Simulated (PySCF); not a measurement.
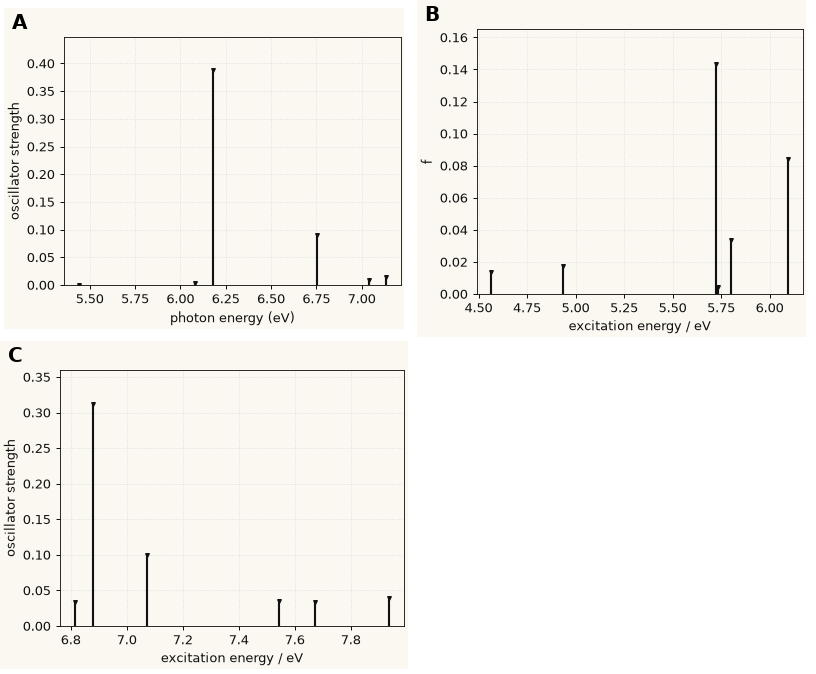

Vertical TDDFT excitations, CAM-B3LYP/def2-SVPD (IEF-PCM acetonitrile) with PySCF, at a PBE0-D3(BJ)/def2-SVP geometry (no frequency check). Each panel shows the lowest singlet states that were computed.

Which panel belongs to which molecule?
1. C₃H₁₂B₂N₂, SMILES C=C[B@@H-]1[NH2+][BH2-][N@H+]1C
2. C₄H₇N₃O₂Si, SMILES COC(=O)c1ncn([SiH3])n1
3. C₂H₅PSe, SMILES [Se]=[PH]1CC1

A: 2 (S1 at 5.44 eV, brightest at 6.18 eV)
B: 3 (S1 at 4.57 eV, brightest at 5.72 eV)
C: 1 (S1 at 6.82 eV, brightest at 6.88 eV)

Limits of at least one run: core orbitals are frozen in the response; one conformer of a flexible molecule; spin-orbit coupling is left out, and with Se it can shift these levels and split any degenerate set.
